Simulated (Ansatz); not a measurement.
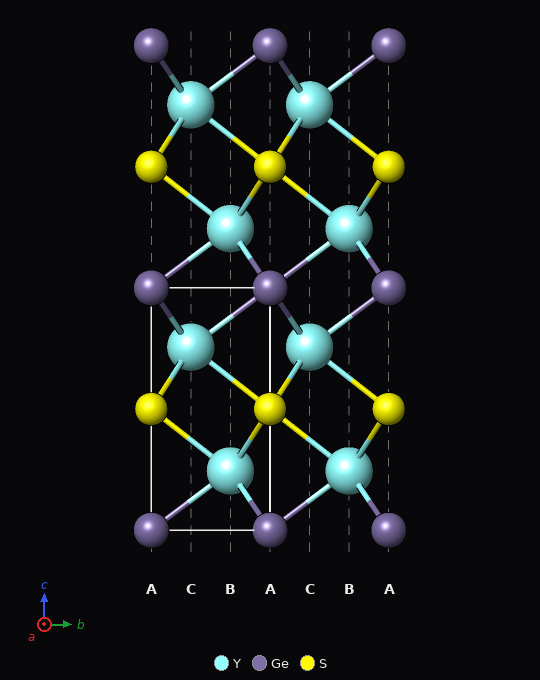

The picture looks along a close-packed row of the hexagonal mesh; c points upwards. The dashed lines mark the three columns A (0, 0), B (1/3, 2/3) and C (2/3, 1/3). The sequence starts with the first layer at or above the cell's origin.

System Y₂GeS (space group P-3m1, No. 164); source of the atomic positions: the geometry relaxed with Ansatz, DFT PBE, scalar-relativistic, plane waves, PAW; the starting structure was generated, so it need not be a known form of this composition.

Q: Read off the stacking sequence over one period.

A: Ge(A) – Y(B) – S(A) – Y(C) (four layers in 7.01 Å).

Heights of the layers:

| layer | atoms (column) | height (Å) | to next (Å) |
| --- | --- | --- | --- |
| 1 | Ge(A) | 0.00 | 1.71 |
| 2 | Y(B) | 1.71 | 1.79 |
| 3 | S(A) | 3.50 | 1.79 |
| 4 | Y(C) | 5.29 | 1.71 |
